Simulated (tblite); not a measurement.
# Frequency calculation, with input and output: C₃H₆Cl₂F₂Ga₂

System: C₃H₆Cl₂F₂Ga₂.
Method: GFN2-xTB harmonic vibrations, gas phase (tblite 0.8.0).

It belongs to a series of runs on one base structure; here: H on Ga replaced by allyl.

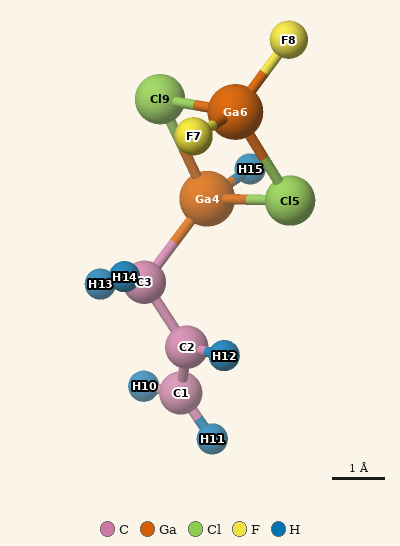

*The structure as given in the input (ball-and-stick view, seen at an oblique angle; atoms are numbered from 1 in the order of the input). Sticks mark near contacts.*

## Results in brief

| quantity | value |
| --- | --- |
| outcome | converged |
| total energy | −835.0682 eV |
| zero-point energy | 49.3300 kcal/mol |
| hardware | 1 CPU thread, shared host |
| wall time | 1.4 s |
| peak memory | 0.18 GiB |

## Input file
```
{"job": {"kind": "ir", "xc": "GFN2-xTB", "basis": "xTB"}, "charge": 0, "multiplicity": 1}
C     -3.172492    -0.033717    -0.020803
C     -1.912691    -0.226335    -0.375391
C     -0.863304    -0.815352     0.515628
Ga     0.490412     0.635177     0.990925
Cl     1.474455     1.302653    -1.027267
Ga     3.311557     0.205338    -0.432683
F      3.562811    -1.223686    -1.405702
F      4.719949     1.234111    -0.375940
Cl     2.542674    -0.317962     1.593144
H     -3.531373    -0.300270     0.960429
H     -3.894289     0.391422    -0.696460
H     -1.583416     0.042495    -1.375899
H     -1.322329    -1.275044     1.396057
H     -0.297495    -1.587284    -0.027160
H      0.471119     1.976442     1.795105
```

The first line tells a small driver script what to run in tblite; the rest is the geometry in Å.

Launched with:
```bash
OMP_NUM_THREADS=1 python <driver script> task.json out
```

## The program's output
```
mode    cm-1     km/mol
  1      22.3      0.77
  2      27.4      0.52
  3      46.6      0.26
  4      54.3      0.45
  5      73.7      0.46
  6      80.7      3.48
  7      99.7     14.78
  8     103.3      7.76
  9     120.6     12.81
 10     134.7     16.27
 11     178.3      1.60
 12     199.4     21.12
 13     231.5     72.19
 14     261.1     49.40
 15     279.5      6.12
 16     384.8     10.94
 17     451.6    119.51
 18     452.8     85.14
 19     483.1     11.36
 20     485.7     59.57
 21     518.1    185.22
 22     652.8     18.64
 23     684.3     98.69
 24     884.7     17.95
 25     932.3     11.77
 26     997.2      8.51
 27    1009.9     27.96
 28    1099.6     47.06
 29    1158.2      3.54
 30    1281.4      3.14
 31    1387.7      3.23
 32    1415.3      2.49
 33    1622.7    326.04
 34    1693.1     23.39
 35    2849.6     17.53
 36    2927.7     10.86
 37    2994.9     33.78
 38    3095.5     16.53
 39    3130.9     24.77
```

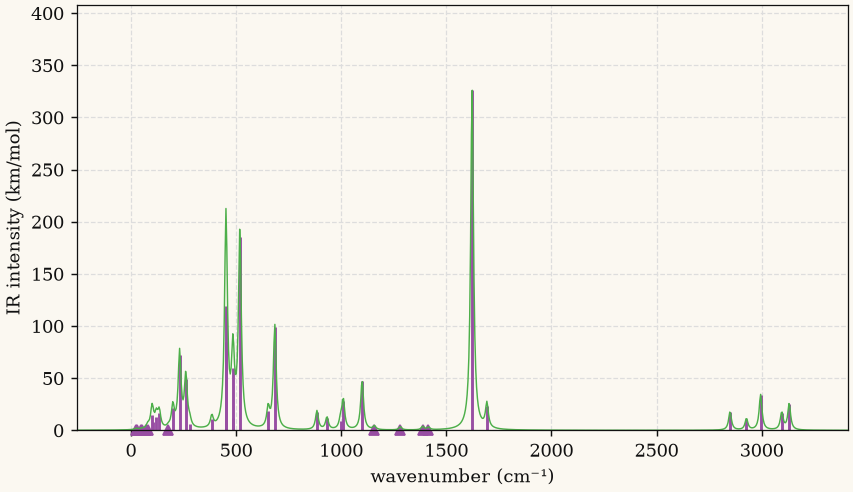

*Harmonic infrared spectrum, unscaled: sticks (degenerate modes added up, dark ones marked on the axis) with a Lorentzian envelope of 16 cm⁻¹ full width, scaled to the tallest stick.*

39 modes from 22 to 3131 cm⁻¹, none imaginary. The strongest line is at 1623 cm⁻¹ (326 km/mol).
